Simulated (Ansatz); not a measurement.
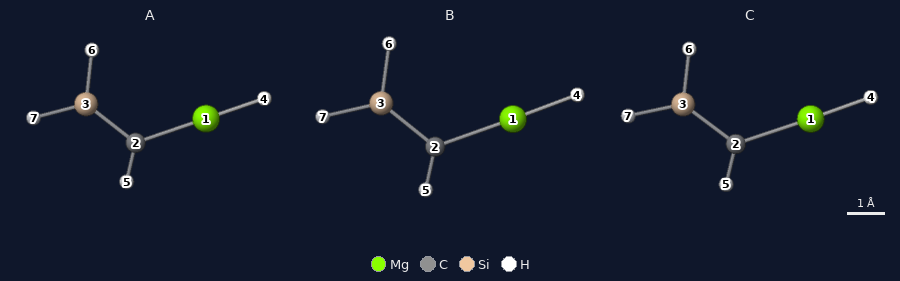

3 geometries from one relaxation of CH4MgSi, in shuffled order. The picture is a ball-and-stick view, seen face on.

It is one of the separated reactants of a reaction.

Theory: Ansatz, RKS PBE-D4/def2-SVP. (force threshold 0.03 eV/Å; at most 250 steps)

Question: Order the frames from highest to lowest energy.

Answer: B, C, A. They are steps 0, 1, 3, at +28.8 kcal/mol, +6.05 kcal/mol relative to the last. Over 3 geometry steps the energy falls by 28.8 kcal/mol. The largest force component goes from 2.3 to 0.03 eV/Å. The atom that moves furthest after the best rigid fit is H4 (0.37 Å). By element the largest moves are H 0.37 Å, Mg 0.19 Å, Si 0.14 Å, C 0.11 Å. Near-neighbour distances that change, for instance: Mg1–C2 2.290 → 2.066 Å, Mg1–H4 1.907 → 1.709 Å, C2–Si3 1.904 → 1.727 Å, Si3–H6 1.664 → 1.503 Å.
